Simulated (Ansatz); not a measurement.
## Electronic structure of BF2H3OSi···H2O in real space

```xyz
11

B    -0.0099    0.4856    0.4148
O    -0.6166   -0.8137    1.5625
H    -1.2787   -1.3119    1.0398
F     1.2493    0.0564    0.1274
F    -0.9318    0.3208   -0.5829
O    -0.1629    1.6053    1.2392
Si    1.0704    2.5744    1.8569
H     1.9643    1.7906    2.7804
H     1.8963    3.1787    0.7569
H     0.3944    3.6610    2.6407
H    -1.1402   -0.2563    2.1762
```

Theory: RKS PBE-D4/def2-SVP in Ansatz 0.2.0.

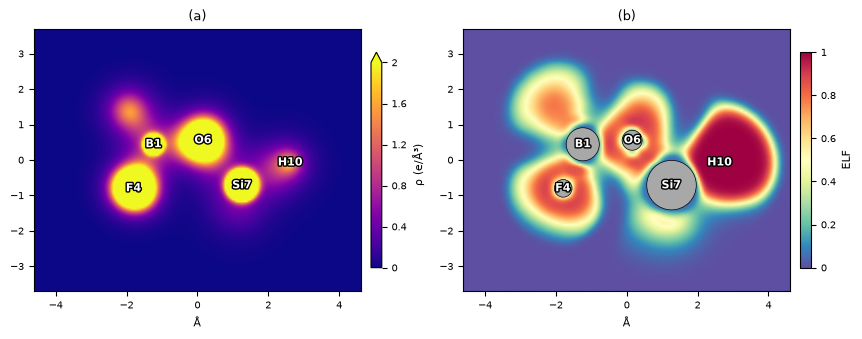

Figure 1. (a) total electron density; (b) electron localisation function on the plane of atoms F4, B1 and O6. Grey discs cover the atomic cores in the ELF map.

**Describe what can be read from this map.**

The plane passes through B, F, O, Si and H nuclei. B–F (1.36 Å): ρ is about 2 e/Å³ halfway; the ELF peaks at about 0.85 between the atoms: a polar covalent bond. B–O (1.40 Å): ρ is about 1.9 e/Å³ halfway; the ELF peaks at about 0.90 between the atoms, as expected for a polar covalent bond. Si–O (1.69 Å): the density is about 1 e/Å³ at the midpoint; the ELF peaks at about 0.85 between the atoms: a polar covalent bond. Si–H (1.50 Å): ρ is about 0.76 e/Å³ halfway; the ELF climbs to about 1 towards the hydrogen, as it does in any bond to H. The ELF also peaks beside F4 and O6, away from the bonds: lone-pair regions.

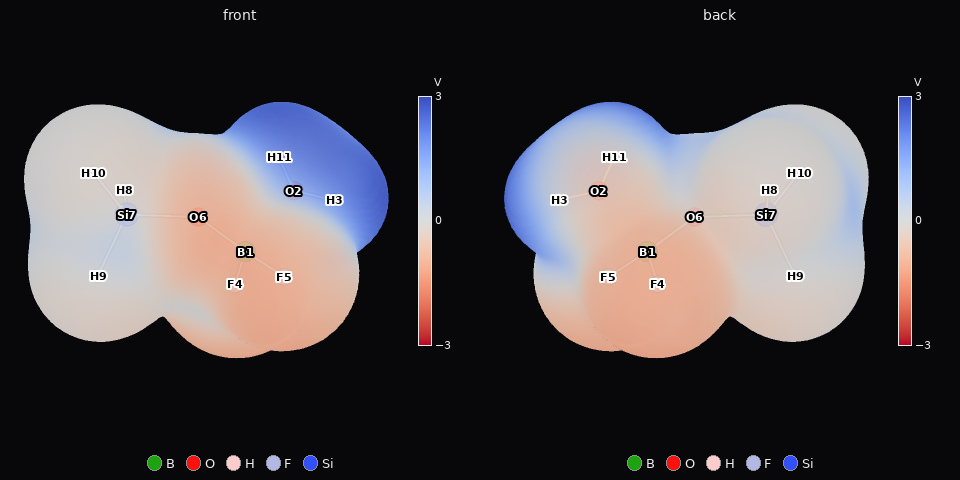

Figure 2. The electrostatic potential painted on the density surface at 0.001 e/bohr³, seen from the front and from behind; red is negative and blue positive.

**Where is the surface potential most negative and most positive?**

The most negative region (about −1.1 V) lies over F4 and F5, the most positive (about +2.6 V) over H3 and H11.

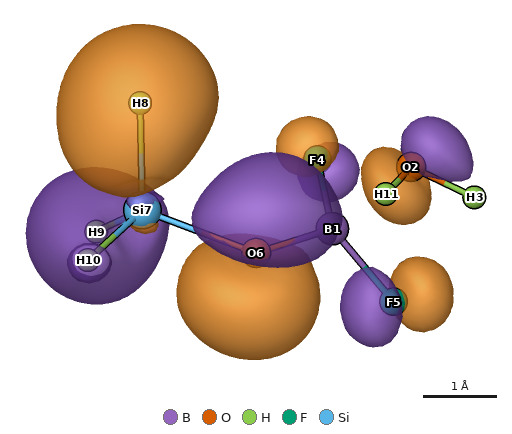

Figure 3. The HOMO at ±0.08 Å⁻³ᐟ² (orange and purple are the two phases), seen from one side.

**Where does this orbital lie, and at what energy?**

Its weight (Hirshfeld) is mainly on O6 (about 45 %), Si7 (about 15 %), H8 (about 15 %) and H9 (about 10 %). Its energy is −7.16 eV.
